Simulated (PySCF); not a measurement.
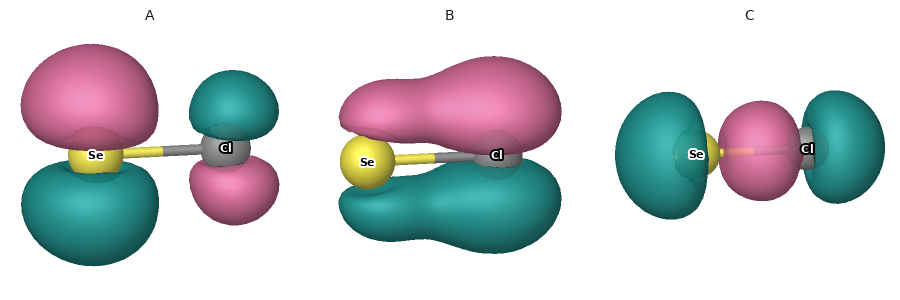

*SeCl (charge +1, triplet). Three frontier β-spin orbitals, each drawn at the value that holds 80 % of its norm (teal and pink are the two phases), in no order; of a degenerate pair one member is drawn.*

The calculation used PySCF 2.14.0, PBE0/6-31G(d,p), non-relativistic, at a bond length of 2.050 Å.

Question: Label each orbital by symmetry, say whether it is occupied, and order them by energy.

Answer: Orbital C: σ, occupied in this spin, −19.07 eV; shared between the atoms (Se 50 %, Cl 50 %).
Orbital B: π, occupied in this spin, −17.43 eV; mainly on Cl (75 %).
Orbital A: π, empty in this spin, −11.73 eV; mainly on Se (80 %).
